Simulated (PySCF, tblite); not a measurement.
# C₃H₁₂OSSi₃: geometry, infrared bands and NMR shifts

Aim: predict the infrared bands and NMR shifts of C₃H₁₂OSSi₃ (`CS[SiH2]C([SiH3])([SiH3])C=O`).

The runs use tblite 0.8.0 and PySCF 2.14.0, with density-fitted response routines of our own; the level of theory stands in each step. All values are computed, except where a source is named. Atoms are numbered from 0 throughout.

**1. The molecule as given**

20 atoms, charge 0, multiplicity 1; geometry from: force field or distance geometry start.

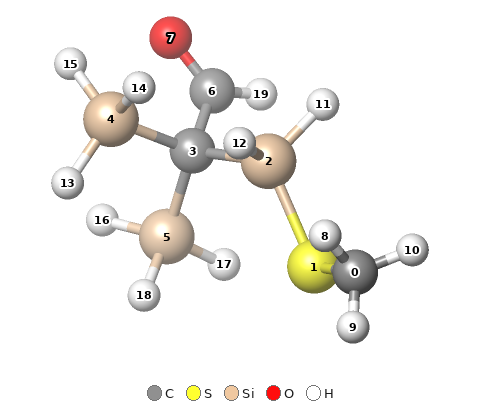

The starting geometry (carbon grey, sulfur yellow, silicon light orange, oxygen red, hydrogen white), atoms numbered.

**2. Geometry optimisation with GFN2-xTB**

Job settings and geometry (Å):

```
{"job": {"kind": "relax", "xc": "GFN2-xTB", "basis": "xTB"}, "charge": 0, "multiplicity": 1}
C      3.647400    -0.536600     0.040600
S      1.979500    -1.231400     0.285100
Si     0.667400    -0.043400    -0.854700
C     -1.092300    -0.015200    -0.303400
Si    -1.526200     1.750200     0.102000
Si    -1.437300    -1.043100     1.213600
C     -1.946200    -0.428300    -1.461600
O     -2.790900     0.385100    -1.845600
H      3.561600     0.550600    -0.168800
H      4.299300    -0.628400     0.918600
H      4.105900    -0.979000    -0.882000
H      0.677600    -0.379200    -2.286100
H      1.186800     1.350900    -0.761500
H     -1.325600     1.959400     1.530900
H     -0.527400     2.598800    -0.595600
H     -2.875300     2.072600    -0.366700
H     -2.866600    -0.851100     1.573900
H     -1.245900    -2.481500     1.005300
H     -0.668900    -0.639800     2.383100
H     -1.828000    -1.399900    -1.939600
```

Started as:

```sh
$ OMP_NUM_THREADS=1 python probes_run.py task.json out
```

One launch serves the whole session: the jobs run in the order shown.

**Question.** This job is followed by: GFN2-xTB harmonic vibrations, gas phase; GIAO PBE0/pcSseg-1 NMR shielding, non-relativistic, gas phase. Predict these results of the whole session: strongest single infrared mode (GFN2-xTB); zero-point energy (GFN2-xTB); 13C shifts against TMS (PBE0/pcSseg-1); 1H shifts against TMS (PBE0/pcSseg-1, means over atoms taken as alike); 33S shifts against CS2 (PBE0/pcSseg-1); 29Si shifts against TMS (PBE0/pcSseg-1, means over atoms taken as alike); 17O shifts against H2O (PBE0/pcSseg-1).

As calculated:

| quantity | value |
| --- | --- |
| strongest single infrared mode (GFN2-xTB) | 803 cm⁻¹, 539 km/mol |
| zero-point energy (GFN2-xTB) | 81.0 kcal/mol |
| 13C shifts against TMS (PBE0/pcSseg-1) | 205.6, 29.4, 14.1 ppm |
| 1H shifts against TMS (PBE0/pcSseg-1, means over atoms taken as alike) | 9.69, 4.91, 4.12, 2.03 ppm |
| 33S shifts against CS2 (PBE0/pcSseg-1) | -221 ppm |
| 29Si shifts against TMS (PBE0/pcSseg-1, means over atoms taken as alike) | -20.9, -73.0 ppm |
| 17O shifts against H2O (PBE0/pcSseg-1) | 682.4 ppm |

Relaxing lowered the energy by 0.826 eV in 178 steps; the close pair that moved most is C3–Si4, from 1.863 to 1.925 Å. No mode is imaginary among the 54: a minimum at this level. Unscaled tight-binding wavenumbers are off by several per cent, some by more. Its intensities can rank the bands wrongly. The most deshielded carbon is C6 (aldehyde carbonyl carbon), at 205.6 ppm: low-lying n→π* states of the double bond to the heteroatom give a large paramagnetic term (-271 ppm). H19 (hydrogen on an aldehyde carbonyl carbon) lies farthest downfield among hydrogen, at 9.69 ppm; the C=O anisotropy and electron withdrawal place aldehyde protons far downfield. At PBE0/pcSseg-1: Shielding is most anisotropic at O7 (span 1230 ppm, paramagnetic term -745 ppm).
